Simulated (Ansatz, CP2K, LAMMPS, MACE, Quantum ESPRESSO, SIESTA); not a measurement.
# Structure and levels of amorphous 75HfO2-25SiO2 (mol %) (84 atoms) across programs

Aim: relax amorphous 75HfO2-25SiO2 (mol %) (84 atoms), then compare forces, pressure and levels from several programs at that geometry.

All numbers are calculated, not measured.

## 1. The cell

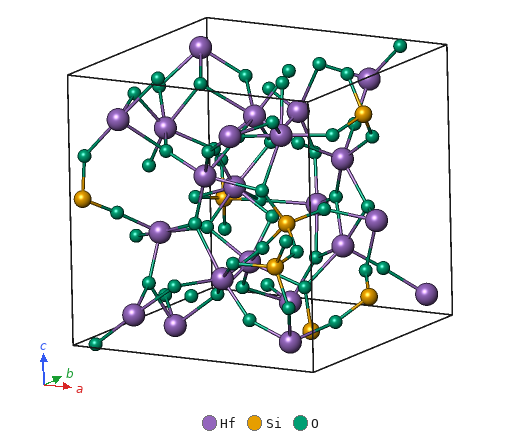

The cell (hafnium purple, silicon orange, oxygen teal). Bonds to atoms that aren't drawn are left out. Some periodic images of atoms are drawn too.

The cell holds 84 atoms (21 Hf, 7 Si and 56 O), with edges of 10.57, 10.57 and 10.57 Å. Recipe: 84 atoms (21 Zr, 7 Si, 56 O) placed at random at 4.23 g/cm³, melted at 5000 K for 10 ps at fixed volume with the Morse and Coulomb pair potential with partial charges (Pedone, Malavasi, Menziani, Cormack and Segre, J. Phys. Chem. B 110, 11780 (2006)). Quenched from 5000 K to 300 K at 50 K/ps and fixed volume, held 5 ps, then minimised at fixed cell. Then Zr was replaced by Hf (the potential has no terms for the new elements, so the cell is a start for a DFT relaxation). Then the atoms were relaxed with MACE MPA-0 medium in the fixed cell. Then the atoms were relaxed with CP2K double zeta, PBE.

## 2. The relaxation

CP2K double zeta (DZVP-MOLOPT-SR, GTH-PBE potentials, 480 Ry; k-points Γ) took 14 geometry steps and reached its thresholds. It started from the geometry that MACE MPA-0 medium had relaxed.

It took 13 min on 4 MPI ranks of Intel Xeon Platinum 8488C (Sapphire Rapids), shared host; peak memory 3.4 GiB.

|  | before | after |
| --- | --- | --- |
| energy (meV/atom) | 0 | -3.5 |
| Hf-O bonds under 2.82 Å | 123 at 2.137 Å | 123 at 2.134 Å |
| Si-O bonds under 2.08 Å | 28 at 1.658 Å | 28 at 1.661 Å |

Atoms moved by 0.03 Å r.m.s. and 0.07 Å at most, with the common shift taken off.

## 3. Structure of the relaxed cell

Density 6.81 g/cm³, 14.06 Å³ an atom.

Pair distribution functions g(r), in bins of 0.2 Å:

| r (Å) | total | O-O | O-Hf | O-Si | Hf-Hf | Hf-Si | Si-Si |
| --- | --- | --- | --- | --- | --- | --- | --- |
| 1.60 | 1.31 | 0.00 | 0.00 | 11.85 | 0.00 | 0.00 | 0.00 |
| 1.80 | 0.12 | 0.00 | 0.23 | 0.40 | 0.00 | 0.00 | 0.00 |
| 2.00 | 1.82 | 0.00 | 5.48 | 0.00 | 0.00 | 0.00 | 0.00 |
| 2.20 | 1.47 | 0.00 | 4.42 | 0.00 | 0.00 | 0.00 | 0.00 |
| 2.40 | 0.30 | 0.15 | 0.70 | 0.00 | 0.00 | 0.00 | 0.00 |
| 2.60 | 0.91 | 2.00 | 0.06 | 0.00 | 0.00 | 0.00 | 0.00 |
| 2.80 | 1.11 | 2.48 | 0.05 | 0.00 | 0.00 | 0.00 | 0.00 |
| 3.00 | 1.09 | 2.08 | 0.22 | 0.00 | 0.23 | 0.73 | 6.29 |
| 3.20 | 0.89 | 1.48 | 0.24 | 0.35 | 1.01 | 0.91 | 1.97 |
| 3.40 | 1.10 | 1.03 | 0.55 | 1.14 | 2.98 | 3.56 | 0.00 |
| 3.60 | 0.74 | 0.53 | 0.55 | 1.10 | 1.96 | 1.72 | 0.00 |
| 3.80 | 0.96 | 0.54 | 0.80 | 2.15 | 2.69 | 1.12 | 0.00 |
| 4.00 | 0.98 | 0.67 | 1.20 | 1.06 | 2.29 | 0.39 | 1.25 |
| 4.20 | 1.09 | 0.89 | 1.33 | 1.77 | 0.36 | 0.55 | 2.23 |
| 4.40 | 0.92 | 0.86 | 1.08 | 1.37 | 0.33 | 0.17 | 0.00 |
| 4.60 | 1.04 | 0.51 | 1.87 | 1.19 | 0.21 | 0.76 | 2.69 |
| 4.80 | 1.12 | 1.03 | 1.38 | 0.83 | 0.46 | 1.92 | 0.00 |
| 5.00 | 1.06 | 1.04 | 1.25 | 0.67 | 0.51 | 1.42 | 1.50 |
| 5.20 | 1.16 | 1.46 | 1.04 | 0.53 | 0.87 | 1.07 | 0.71 |

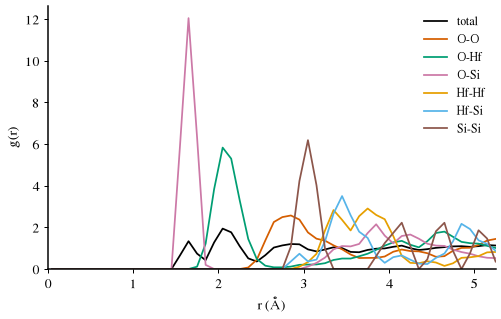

Pair distribution functions, lightly smoothed.

Bonds by pair of elements; cutoffs follow the first minimum of g(r), held within bounds set by covalent radii, and pairs that aren't listed don't count as bonded:

| pair A-B | cutoff (Å) | bonds | mean length (Å) | spread (Å) | shortest (Å) | B about A | A about B |
| --- | --- | --- | --- | --- | --- | --- | --- |
| O-Hf | 2.82 | 123 | 2.13 | 0.146 | 1.87 | 2.20 | 5.86 |
| O-Si | 2.08 | 28 | 1.66 | 0.025 | 1.61 | 0.5 | 4 |

How many atoms have how many bonded neighbours:

| element | mean | 2 | 3 | 4 | 5 | 6 | 7 |
| --- | --- | --- | --- | --- | --- | --- | --- |
| Hf | 5.86 | 0 | 0 | 0 | 4 | 16 | 1 |
| O | 2.70 | 18 | 37 | 1 | 0 | 0 | 0 |
| Si | 4 | 0 | 0 | 7 | 0 | 0 | 0 |

Bond angles, per cent of each kind in bins of 5°:

| angle (°) | O-Hf-O | Hf-O-Hf | O-Si-O | Hf-O-Si |
| --- | --- | --- | --- | --- |
| 65–70 | 3.0 | 0.0 | 0.0 | 0.0 |
| 70–75 | 7.6 | 0.0 | 0.0 | 0.0 |
| 75–80 | 9.6 | 0.0 | 0.0 | 0.0 |
| 80–85 | 10.6 | 1.0 | 0.0 | 0.0 |
| 85–90 | 12.6 | 0.0 | 0.0 | 0.0 |
| 90–95 | 9.3 | 6.1 | 4.8 | 0.0 |
| 95–100 | 7.3 | 15.3 | 0.0 | 9.1 |
| 100–105 | 5.7 | 15.3 | 16.7 | 3.0 |
| 105–110 | 5.0 | 13.3 | 35.7 | 0.0 |
| 110–115 | 3.3 | 4.1 | 23.8 | 0.0 |
| 115–120 | 2.3 | 5.1 | 16.7 | 12.1 |
| 120–125 | 1.3 | 7.1 | 0.0 | 12.1 |
| 125–130 | 1.0 | 6.1 | 2.4 | 12.1 |
| 130–135 | 2.3 | 7.1 | 0.0 | 15.2 |
| 135–140 | 0.7 | 5.1 | 0.0 | 12.1 |
| 140–145 | 1.7 | 0.0 | 0.0 | 9.1 |
| 145–150 | 3.0 | 6.1 | 0.0 | 6.1 |
| 150–155 | 4.3 | 1.0 | 0.0 | 0.0 |
| 155–160 | 2.7 | 4.1 | 0.0 | 3.0 |
| 160–165 | 2.3 | 1.0 | 0.0 | 0.0 |
| 165–170 | 2.0 | 2.0 | 0.0 | 3.0 |
| 170–175 | 1.7 | 0.0 | 0.0 | 3.0 |
| 175–180 | 0.7 | 0.0 | 0.0 | 0.0 |

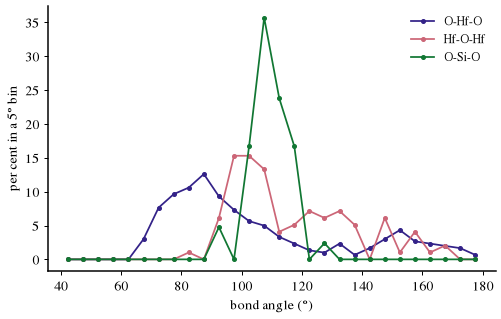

Distributions of the most common bond angles.

Bond angles (no mean is given where the spread exceeds 20°):

| angle | count | mean (°) | spread (°) |
| --- | --- | --- | --- |
| O-Hf-O | 301 | - | - |
| Hf-O-Hf | 98 | - | - |
| O-Si-O | 42 | 109 | 6.4 |
| Hf-O-Si | 33 | 130 | 17.3 |
| Si-O-Si | 4 | 135 | 4.4 |

Bond length by coordination (bonds to H left out):

| element | coordination | atoms | mean bond length (Å) |
| --- | --- | --- | --- |
| Hf | 5 | 4 | 2.06 |
| Hf | 6 | 16 | 2.15 |
| Hf | 7 | 1 | 2.19 |
| O | 2 | 18 | 1.83 |
| O | 3 | 37 | 2.11 |
| O | 4 | 1 | 2.25 |

With the cutoffs above, 76 % of Hf atoms have 6, 66 % of O atoms have 3 and all Si atoms have 4 bonded neighbours.

## 4. The plane-wave reference

Quantum ESPRESSO 7.5: Kohn-Sham DFT, PBE, SSSP efficiency 1.3.0 pseudopotentials, plane waves. Its input for the relaxed cell:

```
&control
  calculation = 'scf'
  pseudo_dir = './pseudo'
  outdir = './tmp'
  disk_io = 'none'
  tprnfor = .true.
  tstress = .true.
/
&system
  ibrav = 0
  nat = 84
  ntyp = 3
  ecutwfc = 60
  ecutrho = 480
  nosym = .true.
  occupations = 'smearing'
  smearing = 'fd'
  degauss = 0.003675
/
&electrons
  conv_thr = 4.2e-07
  electron_maxstep = 100
  mixing_beta = 0.4
  mixing_mode = 'plain'
  diagonalization = 'david'
/
ATOMIC_SPECIES
Hf 178.490 Hf.upf
Si 28.085 Si.upf
O 15.999 O.upf
CELL_PARAMETERS angstrom
10.57010 0.00000 0.00000
0.00000 10.57010 0.00000
0.00000 0.00000 10.57010
ATOMIC_POSITIONS crystal
Hf 0.68395 0.34424 0.77220
Hf 0.50925 0.20269 0.25457
Hf 0.72073 0.71523 0.60954
[... 79 atom lines left out ...]
O 0.02269 0.07021 0.68767
O 0.19438 0.21691 0.20380
K_POINTS gamma
```

It took 2.7 min on 4 MPI ranks of Intel Xeon Platinum 8488C (Sapphire Rapids), shared host; peak memory 3.9 GiB.

## 5. All levels at this geometry

CPU times are from a shared host and are rough.

```
                level                    basis or training data  k-points  own r.m.s. force (meV/Å)  difference from the reference (meV/Å)  pressure (GPa)  Kohn-Sham gap (eV)  CPU time  memory (GiB)
              QE, PBE   plane waves, SSSP efficiency, 60/480 Ry         Γ                       140                                      -           -3.93                4.17    11 min           3.9
CP2K triple zeta, PBE     TZV2P-UZH, GTH-PBE potentials, 600 Ry         Γ                       112                                    100           -6.58                4.22    12 min           6.9
      SIESTA DZP, PBE  DZP orbitals, shift 0.01 Ry, mesh 400 Ry         Γ                       226                                    180           -2.07                3.97   4.2 min           1.9
    MACE MPA-0 medium        trained on PBE(+U) plane-wave data         -                       173                                     93           -4.00                   -     7.3 s           1.1
```

The gap is the spacing of the highest filled and lowest empty Kohn-Sham level on the mesh; a dash marks partly filled levels, a spacing under 0.15 eV or a method without such levels.

## 6. Outcome

Relaxation in the fixed cell lowers the energy by 3 meV/atom at its own level and moves atoms by up to 0.07 Å. The reference finds an r.m.s. force of 140 meV/Å there and a pressure of -3.93 GPa, at a geometry that CP2K double zeta made. Forces differ from the reference's by 93 meV/Å (MACE MPA-0 medium), 100 meV/Å (CP2K triple zeta, PBE) and 180 meV/Å (SIESTA DZP, PBE).

CP2K double zeta is at its own minimum here, so the reference's force is itself a measure of how the two differ. Pressures lie -0.1 GPa (MACE MPA-0 medium), -2.7 GPa (CP2K triple zeta, PBE) and +1.9 GPa (SIESTA DZP, PBE) from the reference's. The highest filled and lowest empty levels lie 4.17 eV apart in the reference, against 4.22 eV in CP2K triple zeta, PBE and 3.97 eV in SIESTA DZP, PBE. With the cutoffs above, 76 % of Hf atoms have 6, 66 % of O atoms have 3 and all Si atoms have 4 bonded neighbours.

Caveats: The density was set by the recipe and held. One sample of a disordered cell; defect or tail levels can set the gap. Gaps are read on the mesh, which holds the band edges only if they fold onto it, and semilocal functionals tend to put them under measured ones. The quench rate of 50 K/ps is many orders above laboratory rates, so the cell is likely richer in defects and strain than a real sample. The reference samples only Γ, in a cell whose shortest periodic width is 11 Å. Spin–orbit coupling is left out, which matters for the levels of the heavy elements. The plane-wave runs aren't exact: their cutoffs and mesh weren't converged further here. SIESTA's automatically made basis is far from complete, and its potentials were converted by us (checked for H, C, O, Si, Ge and Ca alone). Where levels are smeared, the DFT runs use Fermi–Dirac occupations at 580 K (0.05 eV), and energies are free energies.

[Logs are printed without paths, hosts, clocks, repeated set-up lines and the standing remarks that a program may print on its own settings, such as how far it seeks lower states.]

[Hosts, paths, dates, database ids (printed as entryN), source tags and the programs' standing remarks are cut or masked in the printed files.]
